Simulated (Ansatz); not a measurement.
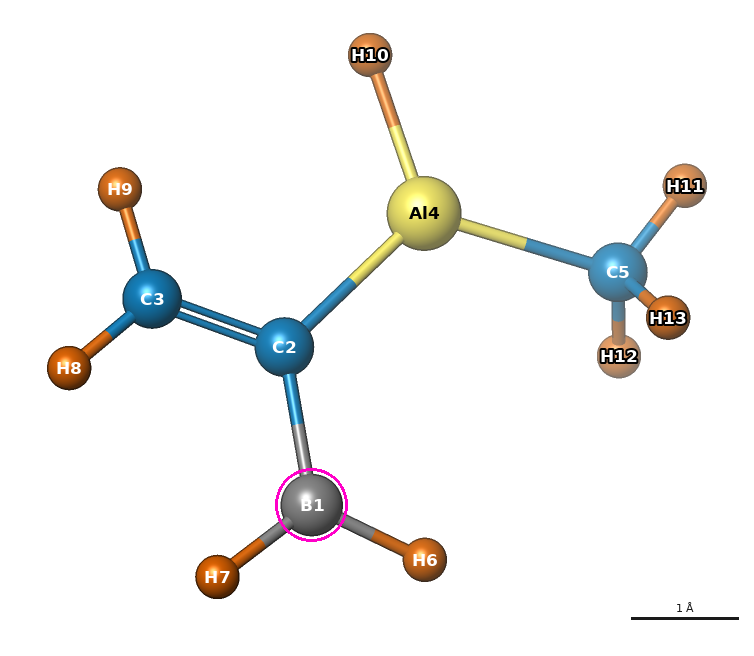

Orthographic view. Depth is shown by fading: the farther an atom, the more it takes the colour of the background. Computed geometry: PBE0-D4/def2-TZVP optimisation. No frequency run is at hand to confirm it as a minimum.

Name the neighbours of the circled atom.

Answer. The circled atom is B1; it is bonded to C2, H6, H7.

What is the shortest path along bonds from the circled atom to H9?

Answer. B1–C2–C3–H9, 3 bonds; through space the two are 3.49 Å apart.

Which two atoms are farthest apart in space?

Answer. H8 and H11, 6.41 Å.

Of C5 and H13, which is nearer the viewer?

Answer. H13; the bond to C5 points away from the viewer, so it looks shorter than its 1.10 Å.
